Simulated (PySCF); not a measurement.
# One shape, several levels: NOF (nitrosyl fluoride)

We compute a comparison of 6 runs (B3LYP/STO-6G, M06-2X/STO-6G, wB97X-V/STO-6G, MP2/STO-6G, CCSD(T)/STO-6G, FCI/STO-6G) of NOF (nitrosyl fluoride). The job is set up through a Python script.

Program for the calculation: PySCF 2.14.0.

13 further runs of the same task are left out: 4 that didn't finish, 9 set aside as unsound or not needed.

## (1) The system as given

NOF has 3 atoms, charge 0, and is taken as a singlet. As SMILES, `O=NF`. The N2–F3 distance was set to 2.225 Å, away from the relaxed value. At this shape a bond of the SMILES string is far longer than usual.

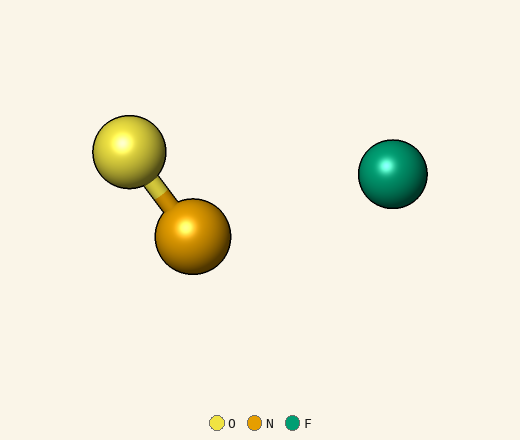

Viewed from a chosen angle; oxygen yellow, nitrogen amber, fluorine teal.

## (2) A single-point energy at B3LYP/STO-6G (run 1)

Input file start.xyz:

```xyz
3
FNO
O      1.451469    -0.118096     0.787025
N      0.732049    -0.843606     0.312195
F     -1.017290     0.239580    -0.534650
```

Input file run.py:

```python
from pyscf import gto, dft

mol = gto.M(
    atom='start.xyz',
    max_memory=1860,
    basis='sto-6g',
    verbose=3,
    spin=0,
    charge=0,
)

calc0 = dft.RKS(mol, xc='b3lyp')
calc0.grids.level = 5
calc0.conv_tol = 1e-10
calc0.kernel()
if not calc0.converged:
    calc0 = calc0.newton().run(calc0.mo_coeff, calc0.mo_occ)

energy = calc0.e_tot
print('Final energy', energy)
```

Command:

```bash
$ OMP_NUM_THREADS=1 python run.py
```

Standard output:

```text
SCF not converged.
SCF energy = -228.519088809741
converged SCF energy = -228.536214964996
Final energy -228.53621496499613
```

It took 11 s on 1 thread of Arm Neoverse V1, shared host; peak memory 0.22 GiB.

## (3) A single-point energy at M06-2X/STO-6G (run 2)

Input file calc.py:

```python
from pyscf import gto, dft

molecule = gto.M(
    atom='''
O      1.451469    -0.118096     0.787025
N      0.732049    -0.843606     0.312195
F     -1.017290     0.239580    -0.534650
''',
    verbose=4,
    charge=0,
    spin=0,
    max_memory=1860,
    basis='sto-6g',
)

mf = dft.RKS(molecule, xc='m06-2x')
mf.grids.level = 5
mf.conv_tol = 1e-10
mf.kernel()
if not mf.converged:
    mf = mf.newton().run(mf.mo_coeff, mf.mo_occ)

energy = mf.e_tot
print('E = %.10f Eh' % energy)
```

Command:

```bash
$ OMP_NUM_THREADS=1 python calc.py
```

Standard output:

```text
PySCF version 2.14.0

[... 94 lines left out ...]
converged SCF energy = -228.449317894604
E = -228.4493178946 Eh
```

It took 4.8 s on 1 thread of Arm Neoverse V1, shared host; peak memory 0.18 GiB.

Runs 3 to 5 aren't shown in full; the table further down has their settings and results.

## (4) A single-point energy at FCI/STO-6G (run 6)

Input file calc.py:

```python
from pyscf import gto, mcscf
from pyscf import fci

mol = gto.M(
    atom='''
O        1.451469      -0.118096       0.787025
N        0.732049      -0.843606       0.312195
F       -1.017290       0.239580      -0.534650
''',
    max_memory=1860,
    verbose=3,
    basis='sto-6g',
    charge=0,
)

mf = mol.RHF()
mf.conv_tol = 1e-10
mf.kernel()
if not mf.converged:
    mf = mf.newton().run(mf.mo_coeff, mf.mo_occ)

cas = mcscf.CASCI(mf, mf.mo_coeff.shape[-1] - 3, (mol.nelec[0] - 3, mol.nelec[1] - 3))  # full CI above the frozen core
cas.fcisolver = fci.direct_spin0.FCI(mol)  # even spin states alone
cas.kernel()
print('<S^2> = %.4f' % cas.fcisolver.spin_square(cas.ci, cas.ncas, cas.nelecas)[0])
e_tot = cas.e_tot
print('E = %.10f Eh' % e_tot)
```

Command:

```bash
$ OMP_NUM_THREADS=1 python calc.py
```

Standard output:

```text
converged SCF energy = -227.469252269795
CASCI E = -227.801516212191  E(CI) = -78.8671529889847  S^2 = 0.0000000
<S^2> = 0.0000
E = -227.8015162122 Eh
```

It took 3.6 s on 1 thread of Arm Neoverse V1, shared host; peak memory 0.13 GiB.

## (5) The series

```
run           level  nlc grid  integration grid  energy (Eh)  dipole moment (D) of the reference  HOMO energy (eV)  LUMO energy (eV)  wall time
  1    B3LYP/STO-6G         –                 5  -228.536215                                1.75             -3.47             -1.21       11 s
  2   M06-2X/STO-6G         –                 5  -228.449318                                1.84             -4.97              0.59      4.8 s
  3  wB97X-V/STO-6G         1                 5  -228.481191                                1.86             -5.92              1.83       57 s
  4      MP2/STO-6G         –                 –  -227.724497                                1.95             -6.13              2.83      0.8 s
  5  CCSD(T)/STO-6G         –                 –  -227.806787                                1.95             -6.13              2.83     0.86 s
  6      FCI/STO-6G         –                 –  -227.801516                                1.95             -6.13              2.83      3.6 s
```

## (6) What came out

| quantity | value |
| --- | --- |
| run 6: total energy | -227.80152 Eh |
| run 6: dipole moment (Hartree–Fock density) | 1.95 D |
| run 6: HOMO energy (Hartree–Fock orbitals) | -6.13 eV |
| run 6: LUMO energy (Hartree–Fock orbitals) | 2.83 eV |
| run 6: HOMO–LUMO gap (Hartree–Fock orbitals) | 8.96 eV |
| run 6: correlation energy (3 core orbitals frozen) | -332.3 mEh |

In words: Against full CI in this basis: MP2 +77.0 mEh; CCSD(T) -5.3 mEh. Over runs 1, 2, 3 the dipole moment (its size) runs from 1.75 D (B3LYP/STO-6G) to 1.86 D (wB97X-V/STO-6G). Over runs 1, 2, 3 the HOMO–LUMO gap runs from 2.27 eV (B3LYP/STO-6G) to 7.75 eV (wB97X-V/STO-6G). Totals of different functionals can't be ranked against each other. In runs 1, 2, 3, 4, 5, 6 the basis is minimal, so the values are rough. In runs 1, 2, 3, 4, 5 a closed-shell determinant meets a far-stretched bond, which it describes badly. All runs together took 79 s, the longest 57 s.
